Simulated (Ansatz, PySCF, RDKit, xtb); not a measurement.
# MoSF4: which of the isomers drawn lies lowest?, part 2 of 2

A sample of isomers of MoSF4 is drawn. Aim: find which of them has the lowest free energy at 298.15 K, then its properties. The sample is small against all isomers, and the most stable one of this formula need not be in it. One structure proposed beforehand is put among the starts (marked given), to see whether the search confirms or beats it.

xtb, Ansatz and PySCF; isolated molecules. The steps go on from the part before.

## (12) Putting it together

Energies in kcal/mol from c276; G adds the thermal terms to the CCSD(T)/def2-SVP + MP2/def2-TZVPP - MP2/def2-SVP energy. The columns left of the relaxed level are at the tight-binding geometries.

```csv
label,SMILES,spin,r2SCAN-D4/def2-SVP,PBE0-D4/def2-SVP,HF/def2-SVP,MP2/def2-SVP,CCSD(T)/def2-SVP + MP2/def2-TZVPP - MP2/def2-SVP,G,share at equilibrium,T1
c276,[F][Mo]([F])([F])([F])=[S],singlet,0.0,0.0,0.0,0.0,0.0,0.0,100.0 %,0.023
c524,[F][Mo]([F])([F])([F])=[S],singlet,8.5,22.0,25.7,17.8,18.6,17.5,< 0.1 %,0.022
c276t,[F][Mo]([F])([F])([F])=[S],triplet,63.1,39.2,-5.5,68.1,44.5,41.9,< 0.1 %,0.025
```

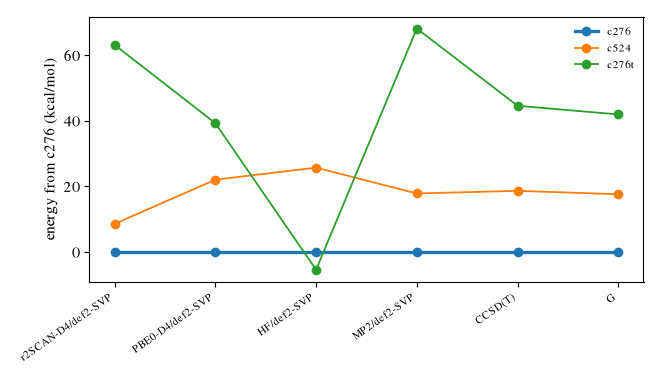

The finalists at each level, measured from c276.

Lowest found: c276, `[F][Mo]([F])([F])([F])=[S]`, a singlet of point group C4v. Bond lengths: F1–Mo5 1.834 Å, F2–Mo5 1.834 Å, F3–Mo5 1.834 Å, F4–Mo5 1.834 Å, Mo5–S6 2.066 Å. Angles: F1–Mo5–F2 86.0°, F1–Mo5–F3 149.6°, F1–Mo5–F4 86.0°, F1–Mo5–S6 105.2°, F2–Mo5–F3 86.0°, F2–Mo5–F4 149.5°, F2–Mo5–S6 105.2°, F3–Mo5–F4 86.0°, F3–Mo5–S6 105.2°, F4–Mo5–S6 105.2°.

```xyz
6

F    -0.8679    0.0879   -1.6939
F    -1.3147   -0.7899    0.6066
F     1.1457   -1.0368    0.9903
F     1.5926   -0.1591   -1.3102
Mo    0.1567   -0.0260   -0.1772
S     0.2330    1.8980    0.5716
```

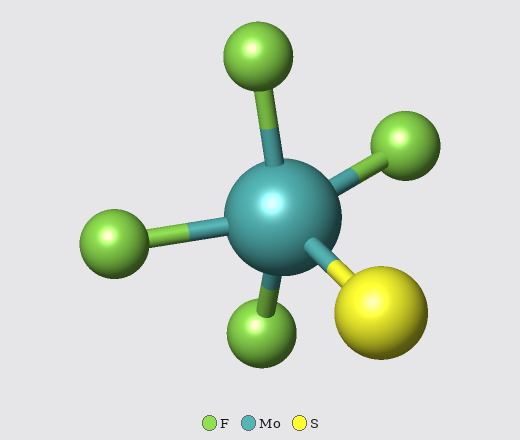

The lowest structure found, seen from a chosen angle (fluorine green, molybdenum teal, sulfur yellow).

## (13) Density, orbitals and dipole (PBE0/def2-TZVPD)

input.yaml

```yaml
crystal:
  periodic: [false, false, false]
  atoms:
    - {symbol: F, position_ang: [-0.867911, 0.087917, -1.693874]}
    - {symbol: F, position_ang: [-1.314738, -0.789920, 0.606556]}
    - {symbol: F, position_ang: [1.145746, -1.036762, 0.990325]}
    - {symbol: F, position_ang: [1.592567, -0.159116, -1.310168]}
    - {symbol: Mo, position_ang: [0.156695, -0.026037, -0.177240]}
    - {symbol: S, position_ang: [0.232956, 1.897957, 0.571620]}
basis:
  gaussian: {orbitals: def2-TZVPD}
hamiltonian: {xc: {name: PBE0}}
output: {forces: true, orbitals: {seedname: orbitals}}
```

Run with:

```bash
$ ansatz run input.yaml --threads 2 --pin off --max-ram 5220MiB --events-out events.jsonl --progress --plain --runs-dir runs
```

The program printed, cut to the lines that bear on the results:

```text
Warning: RAYON_NUM_THREADS=2 ignored (pool sized by the plan → 2); use --threads N
Functional definition: PBE0
  name "PBE0"
[...]
1481 factors; their error is unknown
[...]
mean field -23555.41687205 eV, -865.6456036127 hartree, gradient 5.4e-6 eV, S^2 0.000000; 0 other end points of the search recorded, 0 dependent functions left out
[...]
reference -23555.41692482 eV, -865.6456055520 hartree; 33, 33 occupied and 213, 213 virtual orbitals, 1481 factors
Total energy: -23555.41692482 eV, -865.6456055520 hartree
Atom 0 at    -0.867911     0.087917    -1.693874 Å, force    -0.028320    -0.020710    -0.049772 eV/Å
Atom 1 at    -1.314738    -0.789920     0.606556 Å, force    -0.040298    -0.044005     0.011777 eV/Å
Atom 2 at     1.145746    -1.036762     0.990325 Å, force     0.025470    -0.050584     0.021985 eV/Å
Atom 3 at     1.592567    -0.159116    -1.310168 Å, force     0.037463    -0.027133    -0.039489 eV/Å
Atom 4 at     0.156695    -0.026037    -0.177240 Å, force     0.008813     0.223311     0.086860 eV/Å
Atom 5 at     0.232956     1.897957     0.571620 Å, force    -0.003126    -0.080879    -0.031360 eV/Å
Dipole moment:     0.011881     0.299790     0.116683 e Å
```

It took 13 s on 2 threads of Arm Neoverse V1, shared host; peak memory 0.8 GiB.

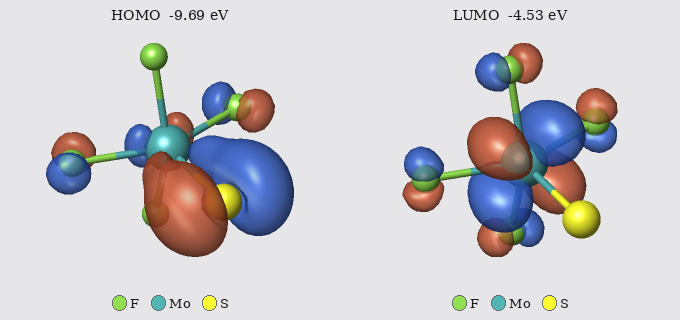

Frontier orbitals of this run, surfaces at ±0.2 Å^-3/2.

## (14) Frequencies after a tight-binding relaxation (GFN2-xTB)

start.xyz

```xyz
6
c276
F     -0.867911     0.087917    -1.693874
F     -1.314738    -0.789920     0.606556
F      1.145746    -1.036762     0.990325
F      1.592567    -0.159116    -1.310168
Mo     0.156695    -0.026037    -0.177240
S      0.232956     1.897957     0.571620
```

Run with:

```bash
$ xtb start.xyz --gfn 2 --ohess tight
```

The program printed, cut to the lines that bear on the results:

```text
* xtb version 6.7.1
[...]
          :  # basis functions                  36          :
[...]
          :  # electrons                        40          :
[...]
          :  Hamiltonian                  GFN2-xTB          :
[...]
          :  net charge                          0          :
          :  unpaired electrons                  0          :
[...]
   *** convergence criteria satisfied after 14 iterations ***
[...]
   *** GEOMETRY OPTIMIZATION CONVERGED AFTER 7 ITERATIONS ***
[...]
   *** convergence criteria satisfied after 3 iterations ***
[...]
         ::                     SUMMARY                     ::
         :::::::::::::::::::::::::::::::::::::::::::::::::::::
         :: total energy             -24.497862465802 Eh    ::
         :: gradient norm              0.000013000971 Eh/a0 ::
         :: HOMO-LUMO gap              3.100018961847 eV    ::
         ::.................................................::
         :: SCC energy               -24.544635012413 Eh    ::
         :: -> isotropic ES            0.116573847990 Eh    ::
         :: -> anisotropic ES         -0.005372679794 Eh    ::
         :: -> anisotropic XC          0.003547366393 Eh    ::
         :: -> dispersion             -0.004910400016 Eh    ::
         :: repulsion energy           0.046772546612 Eh    ::
         :: add. restraining           0.000000000000 Eh    ::
         :: total charge              -0.000000000000 e     ::
         :::::::::::::::::::::::::::::::::::::::::::::::::::::
[...]
        20        2.0000           -0.4582097             -12.4685 (HOMO)
        21                         -0.3442861              -9.3685 (LUMO)
[...]
     #   Z          covCN         q      C6AA      α(0)
     1   9          0.736    -0.287    12.176     4.121
     2   9          0.736    -0.287    12.176     4.121
     3   9          0.736    -0.287    12.176     4.121
     4   9          0.736    -0.287    12.176     4.121
     5  42          3.865     1.234   322.041    36.944
     6  16          0.919    -0.087   142.739    20.208
[...]
          | TOTAL ENERGY              -24.497862465802 Eh   |
          | TOTAL ENTHALPY            -24.479633881373 Eh   |
          | TOTAL FREE ENERGY         -24.519239128076 Eh   |
          | GRADIENT NORM               0.000012986118 Eh/α |
[...]
```

Run time: 0.14 s. Hardware: 2 threads of Arm Neoverse V1, shared host.

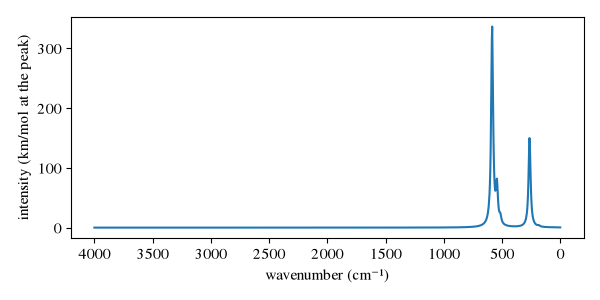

Harmonic infrared spectrum, unscaled, lines broadened by 10 cm⁻¹.

## (15) Electronic excitations (TD-PBE0/def2-SVPD)

An in-house driver calls PySCF's response routines at TD-PBE0/def2-SVPD; it has no typed input.

The program printed:

```text
coarse grid: 35688 points
cycle   1  E = -864.7521206965  dE = -7.458e+00  |g| = 1.224e+00  |ddm| = 3.949e+00
cycle   2  E = -862.6075656824  dE =  2.145e+00  |g| = 3.735e+00  |ddm| = 3.261e+00
cycle   3  E = -864.9953961949  dE = -2.388e+00  |g| = 3.397e-01  |ddm| = 2.544e+00
cycle   4  E = -864.9765972199  dE =  1.880e-02  |g| = 4.189e-01  |ddm| = 7.522e-01
cycle   5  E = -865.0202517362  dE = -4.365e-02  |g| = 1.062e-01  |ddm| = 5.226e-01
cycle   6  E = -865.0232481770  dE = -2.996e-03  |g| = 1.062e-02  |ddm| = 1.291e-01
cycle   7  E = -865.0232818790  dE = -3.370e-05  |g| = 2.565e-03  |ddm| = 1.953e-02
cycle   8  E = -865.0232838219  dE = -1.943e-06  |g| = 4.428e-04  |ddm| = 3.752e-03
final grid: 72568 points
cycle   9  E = -865.0232193834  dE = -1.542e-07  |g| = 1.058e-03  |ddm| = 2.513e-03
cycle  10  E = -865.0232186142  dE =  7.692e-07  |g| = 2.305e-03  |ddm| = 2.579e-03
cycle  11  E = -865.0232195893  dE = -9.751e-07  |g| = 1.157e-04  |ddm| = 1.726e-03
cycle  12  E = -865.0232195880  dE =  1.250e-09  |g| = 1.310e-04  |ddm| = 2.443e-04
cycle  13  E = -865.0232195926  dE = -4.560e-09  |g| = 1.429e-05  |ddm| = 1.387e-04
cycle  14  E = -865.0232195926  dE = -3.138e-11  |g| = 9.653e-06  |ddm| = 2.192e-05
converged SCF energy = -865.0232195926

Static polarisability (au): isotropic 61.395, principal 53.906 53.907 76.373

Singlet excitations
state   eV       nm        f      main configurations
  1   3.3908    365.6   0.00051   H->L 0.99
  2   3.3909    365.6   0.00051   H-1->L 0.99
  3   3.6846    336.5   0.00000   H-1->L+1 0.47, H->L+2 0.47
  4   3.9809    311.4   0.00000   H->L+2 0.49, H-1->L+1 0.49
  5   4.0513    306.0   0.00000   H->L+1 0.48, H-1->L+2 0.48
  6   4.8663    254.8   0.00000   H-2->L 0.98
  7   5.3450    232.0   0.00437   H-2->L+1 0.96
  8   5.3451    232.0   0.00436   H-2->L+2 0.96

Triplet excitations (Tamm-Dancoff, eV): 2.8945 3.1889 3.1890
```

It took 13 s on 2 threads of Arm Neoverse V1, shared host; peak memory 0.58 GiB.

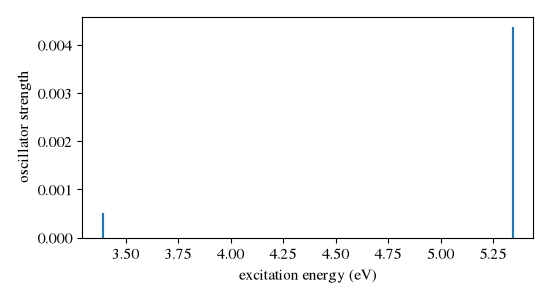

Vertical excitations as sticks.

The roots found:

```csv
excited state,energy (eV),strength
1,3.391,0.0005
2,3.391,0.0005
3,3.685,0.0000
4,3.981,0.0000
5,4.051,0.0000
6,4.866,0.0000
7,5.345,0.0044
8,5.345,0.0044
```

## (16) The cation at the same geometry (PBE0/def2-TZVPD)

input.yaml: that of step 13 with these lines changed.

```diff
@@ -10,4 +10,9 @@
 basis:
-  gaussian: {orbitals: def2-TZVPD}
-hamiltonian: {xc: {name: PBE0}}
-output: {forces: true, orbitals: {seedname: orbitals}}
+  gaussian:
+    orbitals: def2-TZVPD
+total_charge: 1
+magnetization:
+  spin_polarized: true
+  initial_magnetization: 1
+hamiltonian:
+  xc: {name: PBE0}
```

Run with:

```bash
$ ansatz run input.yaml --threads 2 --pin off --max-ram 5220MiB --events-out events.jsonl --progress --plain --runs-dir runs
```

The program printed:

```text
Warning: RAYON_NUM_THREADS=2 ignored (pool sized by the plan → 2); use --threads N
[... 2 set-up lines as earlier in the session ...]
  parameter a = 0.25
  parameter kappa = 0.804
  parameter beta = 0.06672455060314922
  exchange = (1 - a)*pbe_x(kappa = kappa, mu = beta*pi^2/3) + a*exact_x
  correlation = pbe_c(beta = beta)
1481 factors; their error is unknown
mean field evaluation 1: about -23525.1037 eV, gradient 7.5e1 eV
mean field evaluation 2: about -23297.9205 eV, gradient 2.5e2 eV
mean field evaluation 4: about -23538.0233 eV, gradient 3.5e1 eV
mean field evaluation 8: about -23543.5026 eV, gradient 3.0e-1 eV
mean field evaluation 16: about -23543.6262 eV, gradient 6.5e-3 eV
mean field evaluation 32: about -23543.6268 eV, gradient 1.8e-1 eV
mean field evaluation 64: about -23543.6260 eV, gradient 1.3e-1 eV
mean field -23543.63498001 eV, -865.2126270664 hartree, gradient 5.8e-6 eV, S^2 0.757604; 4 other end points of the search recorded, 0 dependent functions left out
reference -23543.63503184 eV, -865.2126289711 hartree; 33, 32 occupied and 213, 214 virtual orbitals, 1481 factors
Total energy: -23543.63503184 eV, -865.2126289711 hartree
```

It took 1.8 min on 2 threads of Arm Neoverse V1, shared host; peak memory 1.4 GiB.

Difference from the parent: 11.78 eV.

## (17) The anion at the same geometry (PBE0/def2-TZVPD)

input.yaml: that of step 16 with these lines changed.

```diff
@@ -12,3 +12,3 @@
     orbitals: def2-TZVPD
-total_charge: 1
+total_charge: -1
 magnetization:
@@ -18 +18,3 @@
   xc: {name: PBE0}
+scf:
+  lower_state_search: "off"
```

Run with:

```bash
$ ansatz run input.yaml --threads 2 --pin off --max-ram 5220MiB --events-out events.jsonl --progress --plain --runs-dir runs
```

The program printed, cut to the lines that bear on the results:

```text
Warning: RAYON_NUM_THREADS=2 ignored (pool sized by the plan → 2); use --threads N
[... 2 set-up lines as earlier in the session ...]
[...]
1481 factors; their error is unknown
[...]
mean field -23558.10733082 eV, -865.7444761489 hartree, gradient 4.9e-7 eV, S^2 0.758344; 0 other end points of the search recorded, 0 dependent functions left out
reference -23558.10738037 eV, -865.7444779699 hartree; 34, 33 occupied and 212, 213 virtual orbitals, 1481 factors
Total energy: -23558.10738037 eV, -865.7444779699 hartree
Checks for a lower state left out: stability, starts, cluster_reference, orbital_swaps, neighbouring_geometries, increment
```

Wall time 25 s (2 threads of Arm Neoverse V1, shared host); peak memory 0.95 GiB.

Parent less the species with the added electron: 2.69 eV.

## (18) The triplet at the same geometry (PBE0/def2-TZVPD)

input.yaml: that of step 17 with these lines changed.

```diff
@@ -12,9 +12,6 @@
     orbitals: def2-TZVPD
-total_charge: -1
 magnetization:
   spin_polarized: true
-  initial_magnetization: 1
+  initial_magnetization: 2
 hamiltonian:
   xc: {name: PBE0}
-scf:
-  lower_state_search: "off"
```

Run with:

```bash
$ ansatz run input.yaml --threads 2 --pin off --max-ram 5220MiB --events-out events.jsonl --progress --plain --runs-dir runs
```

The program printed, cut to the lines that bear on the results:

```text
Warning: RAYON_NUM_THREADS=2 ignored (pool sized by the plan → 2); use --threads N
[... 2 set-up lines as earlier in the session ...]
[...]
1481 factors; their error is unknown
[...]
mean field -23552.54469503 eV, -865.5400530542 hartree, gradient 6.7e-6 eV, S^2 2.005831; 10 other end points of the search recorded, 0 dependent functions left out
reference -23552.54474535 eV, -865.5400549033 hartree; 34, 32 occupied and 212, 214 virtual orbitals, 1481 factors
Total energy: -23552.54474535 eV, -865.5400549033 hartree
```

Wall time 3.9 min (2 threads of Arm Neoverse V1, shared host); peak memory 1.4 GiB.

It lies 2.87 eV above the singlet.

## (19) Summary of results

The summary covers parts 1 to 2.

```
                                                   quantity                                                                  value
                                     lowest structure found                               [F][Mo]([F])([F])([F])=[S], singlet, C4v
                                              next finalist         [F][Mo]([F])([F])([F])=[S], singlet, 17.5 kcal/mol higher in G
                  share at equilibrium, among the finalists                                                                100.0 %
                                                     funnel  9 starts, 3 minima at GFN2-xTB, 5 screening runs, 3 relaxed, 3 ranked
                                       CPU time of all runs                                                                 39 min
harmonic wavenumbers, lowest and highest (PBE0-D4/def2-SVP)                                                       125 and 739 cm⁻¹
                        rotational constants, same geometry                                         0.07085, 0.06264, 0.06264 cm⁻¹
                            dipole moment (PBE0/def2-TZVPD)                                                                 1.55 D
                              HOMO energy (PBE0/def2-TZVPD)                                                               -9.69 eV
                              LUMO energy (PBE0/def2-TZVPD)                                                               -4.53 eV
                            HOMO–LUMO gap (PBE0/def2-TZVPD)                                                                5.17 eV
                      lowest excitation (TD-PBE0/def2-SVPD)                                                    3.39 eV (f = 0.001)
        lowest triplet excitation, same level, Tamm-Dancoff                                                                2.89 eV
                                 vertical ionisation energy                                                               11.78 eV
                                 vertical electron affinity                                                                2.69 eV
                              vertical triplet less singlet                                                               +2.87 eV
```

`[F][Mo]([F])([F])([F])=[S]` comes out lowest. The next finalist is drawn with the same bonds. r2SCAN-D4/def2-SVP, PBE0-D4/def2-SVP and MP2/def2-SVP already put its bonding pattern lowest among the structures in one piece; HF/def2-SVP favours the triplet [F][Mo]([F])([F])([F])=[S]. The largest share of the time went into the final energies (23 %). A large T1 diagnostic among the finalists warns that one reference determinant may not suffice. It concerns: the winner; the finalist [F][Mo]([F])([F])([F])=[S] (singlet). Spin-orbit coupling, which matters for elements this heavy, is left out. The structure proposed beforehand is the winner. The search is not exhaustive (a finite list of starts, one conformer a finalist), so a lower isomer can't be ruled out. Only 1 drawn pattern was tried, so whole families of isomers are missing, and the result ranks this sample alone. The lowest isomer need not be the one that is made and kept in a bottle, which depends on barriers.
